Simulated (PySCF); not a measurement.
**Run report: BClF2, geometry relaxation (part 2 of 2)**

The same run, continued: BClF2, SMILES FB(F)Cl; HF/ANO-RCC-MB, RHF, sfX2C (PySCF 2.14.0). The atoms were displaced at random from an optimised geometry.

Geometry of the input (Å):
```
F  -0.2730  -1.1881  -0.5095
B  -0.1528  -0.0504  -0.0160
F  -1.0345  0.9184  -0.2229
Cl 1.3962  0.3188  0.9263
```

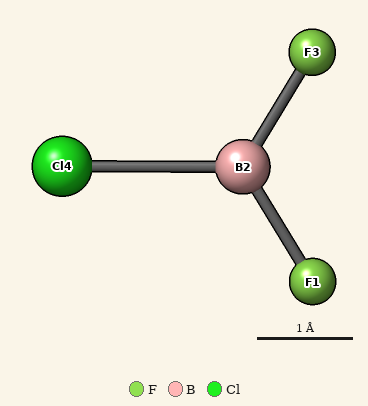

*The geometry at step 5 of the log (ball-and-stick view, seen on its broad side; atoms are numbered from 1 in the order of the input).*

## The program's output, continued
```
----------------------------------------------
cycle 8: E = -684.676375182  dE = -2.02476e-06  norm(grad) = 0.000420496
Step    7 : Displace = 1.241e-03/2.112e-03 (rms/max) Trust = 1.643e-01 (+) Grad = 2.102e-04/3.289e-04 (rms/max) E (change) = -684.6763751820 (-2.025e-06) Quality = 1.107
Hessian Eigenvalues: 4.99998e-02 5.00000e-02 5.00000e-02 ... 4.49841e-01 5.12724e-01 6.73482e-01

Geometry optimization cycle 9
Cartesian coordinates (Angstrom)
 Atom        New coordinates             dX        dY        dZ
   F  -0.323902  -1.313955  -0.568405    0.000352 -0.000069  0.000158
   B  -0.108750  -0.022759  -0.014455   -0.000352 -0.000040 -0.000155
   F  -1.096170   0.977505  -0.225581    0.000092  0.000213  0.000111
  Cl   1.464690   0.357858   0.986400   -0.000092 -0.000104 -0.000114

WARN: Even tempered Gaussians are generated as DF auxbasis for  Cl B F

converged SCF energy = -684.676375337672
--------------- DFsfX2C1eRHF_Scanner gradients ---------------
         x                y                z
0 F    -0.0000048804    -0.0000705106    -0.0000289887
1 B    -0.0000042657     0.0000435274     0.0000193532
2 F    -0.0000068873     0.0000203625     0.0000004825
3 Cl     0.0000160334     0.0000066207     0.0000091530
----------------------------------------------
cycle 9: E = -684.676375338  dE = -1.55721e-07  norm(grad) = 9.47115e-05
Step    8 : Displace = 3.166e-04/3.867e-04 (rms/max) Trust = 2.324e-01 (+) Grad = 4.736e-05/7.639e-05 (rms/max) E (change) = -684.6763753377 (-1.557e-07) Quality = 1.026
Hessian Eigenvalues: 4.99998e-02 5.00000e-02 5.00000e-02 ... 4.16738e-01 5.14853e-01 6.60332e-01

Geometry optimization cycle 10
Cartesian coordinates (Angstrom)
 Atom        New coordinates             dX        dY        dZ
   F  -0.323919  -1.313866  -0.568369   -0.000017  0.000089  0.000036
   B  -0.108719  -0.022749  -0.014474    0.000030  0.000010 -0.000019
   F  -1.096176   0.977433  -0.225595   -0.000007 -0.000072 -0.000014
  Cl   1.464682   0.357832   0.986398   -0.000007 -0.000027 -0.000003

WARN: Even tempered Gaussians are generated as DF auxbasis for  Cl B F

converged SCF energy = -684.676375346967
--------------- DFsfX2C1eRHF_Scanner gradients ---------------
         x                y                z
0 F    -0.0000032836    -0.0000092972    -0.0000037362
1 B    -0.0000075757     0.0000160006    -0.0000020587
2 F     0.0000055330    -0.0000079533     0.0000015997
3 Cl     0.0000053263     0.0000012499     0.0000041953
----------------------------------------------
cycle 10: E = -684.676375347  dE = -9.29538e-09  norm(grad) = 2.3933e-05
Step    9 : Displace = 6.535e-05/9.693e-05 (rms/max) Trust = 3.000e-01 (+) Grad = 1.197e-05/1.782e-05 (rms/max) E (change) = -684.6763753470 (-9.295e-09) Quality = 1.090
Hessian Eigenvalues: 4.99995e-02 5.00000e-02 5.00000e-02 ... 3.84403e-01 5.14099e-01 6.69442e-01

Geometry optimization cycle 11
Cartesian coordinates (Angstrom)
 Atom        New coordinates             dX        dY        dZ
   F  -0.323906  -1.313859  -0.568368    0.000013  0.000007  0.000001
   B  -0.108725  -0.022757  -0.014462   -0.000005 -0.000008  0.000012
   F  -1.096173   0.977440  -0.225599    0.000003  0.000007 -0.000004
  Cl   1.464672   0.357826   0.986388   -0.000010 -0.000006 -0.000010

WARN: Even tempered Gaussians are generated as DF auxbasis for  Cl B F

converged SCF energy = -684.676375347419
--------------- DFsfX2C1eRHF_Scanner gradients ---------------
         x                y                z
0 F     0.0000004521    -0.0000022147    -0.0000015834
1 B    -0.0000046761     0.0000044565     0.0000018423
2 F     0.0000037498    -0.0000024880     0.0000001557
3 Cl     0.0000004743     0.0000002463    -0.0000004146
----------------------------------------------
cycle 11: E = -684.676375347  dE = -4.51791e-10  norm(grad) = 8.57145e-06
```

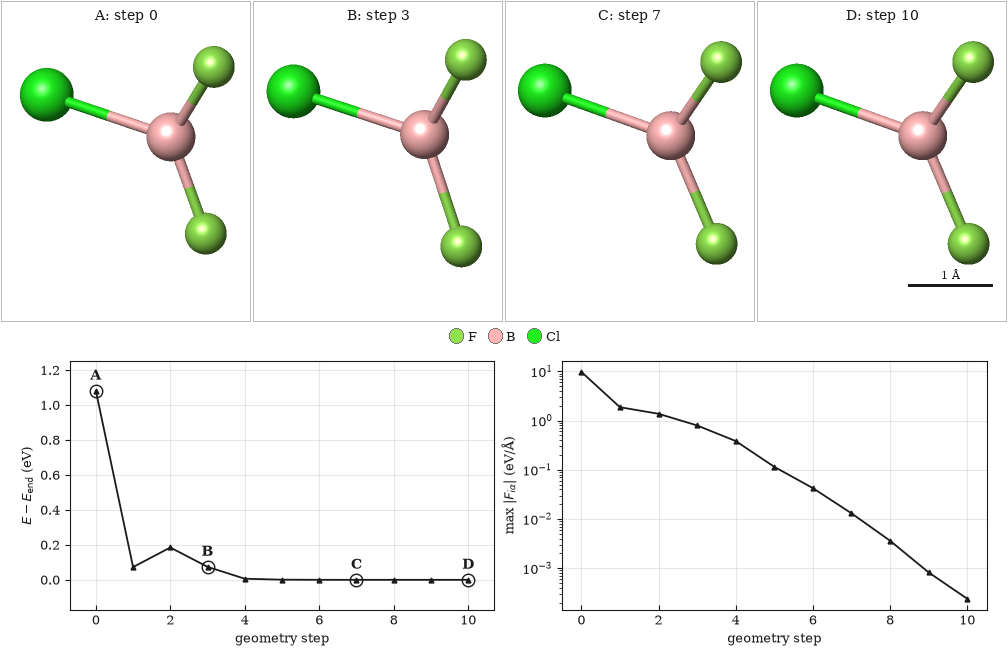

*Frames of the relaxation (ball-and-stick view, seen at a tilt) above the curves, on which the letters mark them (steps are counted from 0).*

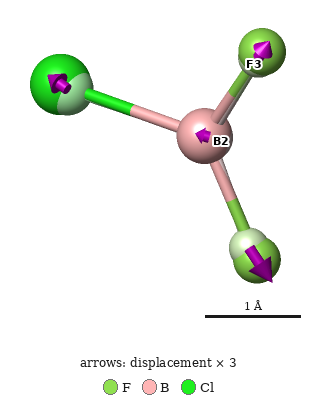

*Start (faint) and end (solid) with the displacements as pink arrows, magnified 3 times (ball-and-stick view, seen at a tilt). The two geometries are laid on each other by the best rigid fit.*

The energy falls by 1.082 eV in 10 geometry steps. Largest force component: 9.8 eV/Å at the start, 0.00024 eV/Å at the end. The largest move after the best rigid fit is that of F1, 0.15 Å. By element the largest moves are F 0.15 Å, Cl 0.10 Å, B 0.05 Å. Among the contacts that change: F1–B2 1.246 → 1.421 Å, B2–F3 1.326 → 1.421 Å, B2–Cl4 1.850 → 1.903 Å. Among the angles that change: F1–B2–F3 122.8° → 118.4°, F1–B2–Cl4 117.7° → 120.8°. (Atoms are counted from 1 in the order of the input.)

```
Step   10 : Displace = 1.361e-05/1.568e-05 (rms/max) Trust = 3.000e-01 (=) Grad = 4.286e-06/6.717e-06 (rms/max) E (change) = -684.6763753474 (-4.518e-10) Quality = 1.265
Hessian Eigenvalues: 4.99995e-02 5.00000e-02 5.00000e-02 ... 3.84403e-01 5.14099e-01 6.69442e-01
Converged! =D

converged: True
F          -0.32390614       -1.31385921       -0.56836789
B          -0.10872465       -0.02275722       -0.01446189
F          -1.09617349        0.97743974       -0.22559920
Cl          1.46467228        0.35782569        0.98638798

WARN: Even tempered Gaussians are generated as DF auxbasis for  Cl B F

converged SCF energy = -684.676375347419
Final energy -684.6763753474191
```

## Trajectory as extended XYZ (Å, eV, eV/Å), 11 frames, from step=0 to step=10
```
4
Properties=species:S:1:pos:R:3:forces:R:3 step=0 energy=-18629.91150
F    -0.2730   -1.1881   -0.5095   -1.4636  -9.7546  -4.2656
B    -0.1528   -0.0504   -0.0160    3.4864   5.7942   3.9277
F    -1.0345    0.9184   -0.2229   -3.4363   3.4759  -0.7115
Cl    1.3962    0.3188    0.9263    1.4134   0.4845   1.0494
4
Properties=species:S:1:pos:R:3:forces:R:3 step=1 energy=-18630.92035
F    -0.3405   -1.2809   -0.5462   -0.1465  -1.8660  -0.8391
B    -0.0934   -0.0218   -0.0578    0.7193   1.3048   1.3443
F    -1.1008    0.9474   -0.2193   -0.3036   0.6027  -0.1627
Cl    1.4706    0.3539    1.0012   -0.2692  -0.0414  -0.3426
4
Properties=species:S:1:pos:R:3:forces:R:3 step=2 energy=-18630.80830
F    -0.2991   -1.2860   -0.6156   -0.2891  -0.4312   0.4268
B    -0.1817   -0.0735    0.1115    0.8107   0.8914  -1.3731
F    -1.0632    0.9868   -0.2715   -0.2185  -0.2745   0.5833
Cl    1.4799    0.3713    0.9535   -0.3031  -0.1857   0.3629
4
Properties=species:S:1:pos:R:3:forces:R:3 step=3 energy=-18630.91905
F    -0.2791   -1.3296   -0.5844   -0.4795   0.0501   0.1256
B    -0.1681   -0.0554    0.0352    0.7951   0.6045  -0.4327
F    -1.0695    1.0213   -0.2302   -0.2038  -0.5596   0.0934
Cl    1.4526    0.3624    0.9573   -0.1117  -0.0951   0.2137
4
Properties=species:S:1:pos:R:3:forces:R:3 step=4 energy=-18630.98696
F    -0.3291   -1.3010   -0.5757   -0.0023  -0.3839  -0.0425
B    -0.1151   -0.0306    0.0022    0.2323   0.3053  -0.0224
F    -1.0935    0.9688   -0.2355   -0.0829   0.1342   0.0919
Cl    1.4735    0.3615    0.9869   -0.1471  -0.0556  -0.0270
4
Properties=species:S:1:pos:R:3:forces:R:3 step=5 energy=-18630.99241
F    -0.3269   -1.3088   -0.5715    0.0192  -0.1149   0.0058
B    -0.1088   -0.0254   -0.0071   -0.0249   0.0879  -0.0785
F    -1.0952    0.9735   -0.2295   -0.0009   0.0353   0.0458
Cl    1.4668    0.3593    0.9861    0.0065  -0.0083   0.0269
4
Properties=species:S:1:pos:R:3:forces:R:3 step=6 energy=-18630.99324
F    -0.3243   -1.3135   -0.5694    0.0061   0.0059   0.0151
B    -0.1087   -0.0235   -0.0123   -0.0322   0.0069  -0.0424
F    -1.0959    0.9773   -0.2263    0.0134  -0.0125   0.0130
Cl    1.4647    0.3583    0.9860    0.0128  -0.0004   0.0143
4
Properties=species:S:1:pos:R:3:forces:R:3 step=7 energy=-18630.99330
F    -0.3243   -1.3139   -0.5686    0.0050   0.0085   0.0055
B    -0.1084   -0.0227   -0.0143   -0.0131  -0.0059  -0.0090
F    -1.0963    0.9773   -0.2257    0.0060  -0.0025   0.0024
Cl    1.4648    0.3580    0.9865    0.0021  -0.0002   0.0010
4
Properties=species:S:1:pos:R:3:forces:R:3 step=8 energy=-18630.99330
F    -0.3239   -1.3140   -0.5684    0.0003   0.0036   0.0015
B    -0.1087   -0.0228   -0.0145    0.0002  -0.0022  -0.0010
F    -1.0962    0.9775   -0.2256    0.0004  -0.0010   0.0000
Cl    1.4647    0.3579    0.9864   -0.0008  -0.0003  -0.0005
4
Properties=species:S:1:pos:R:3:forces:R:3 step=9 energy=-18630.99330
F    -0.3239   -1.3139   -0.5684    0.0002   0.0005   0.0002
B    -0.1087   -0.0227   -0.0145    0.0004  -0.0008   0.0001
F    -1.0962    0.9774   -0.2256   -0.0003   0.0004  -0.0001
Cl    1.4647    0.3578    0.9864   -0.0003  -0.0001  -0.0002
4
Properties=species:S:1:pos:R:3:forces:R:3 step=10 energy=-18630.99330
F    -0.3239   -1.3139   -0.5684    0.0000   0.0001   0.0001
B    -0.1087   -0.0228   -0.0145    0.0002  -0.0002  -0.0001
F    -1.0962    0.9774   -0.2256   -0.0002   0.0001   0.0000
Cl    1.4647    0.3578    0.9864    0.0000   0.0000   0.0000
```

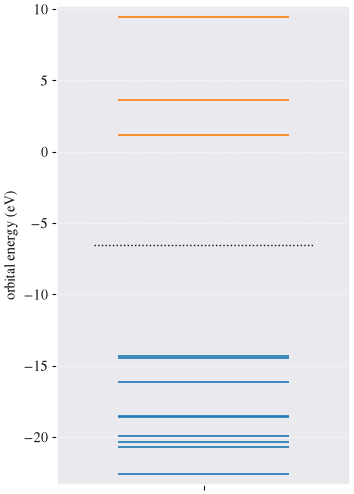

*Orbital energies near the frontier; the dotted line parts filled from empty levels, and levels within 0.02 eV of each other stand side by side.*

Highest filled −14.31 eV, lowest empty 1.19 eV, 15.50 eV apart.

## Results in brief

- outcome: converged
- total energy: −684.676375 hartree
- basis functions: 24
- HOMO: −14.31 eV
- LUMO: 1.19 eV
- dipole moment: 0.21 D
- wall time: 17 s
- peak memory: 0.17 GiB
